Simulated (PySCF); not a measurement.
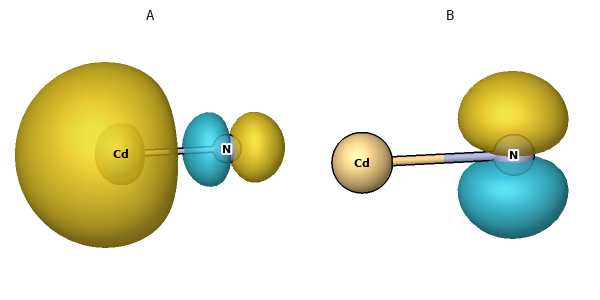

Figure 1: CdN (quartet). Two frontier α-spin orbitals, each drawn at the value that holds 80 % of its norm (yellow and cyan are the two phases), in no order; of a degenerate pair one member is drawn.

Core potentials replace the inner electrons of Cd.

Method: PBE0/def2-SVPD, non-relativistic Hamiltonian with scalar-relativistic core potentials where named, at a bond length of 2.397 Å in PySCF 2.14.0.

Question: Name the orbitals and rank them from lowest to highest energy.

Answer: Orbital B: π, occupied in this spin, −9.43 eV; almost wholly on N.
Orbital A: σ, occupied in this spin, −6.05 eV; mainly on Cd (85 %).
